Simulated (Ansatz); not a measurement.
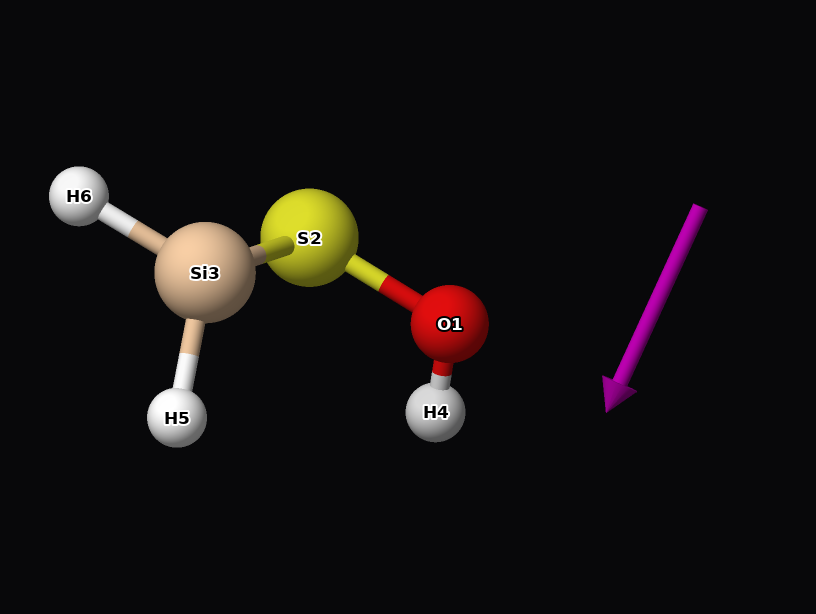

The arrow beside the molecule shows the direction of the dipole moment, from the negative to the positive end (its length means nothing). The species is neutral and a spin doublet. The computed structure is the end point of a PBE0-D4/def2-TZVP optimisation. No frequency run is at hand to confirm it as a minimum. Properties computed with UKS PBE0-D4/def2-TZVP (Ansatz 0.2.0).

### Estimate the dipole moment.

1.61 D; it points from the side of S2 to the side of H5 (the outermost atoms at the two ends).
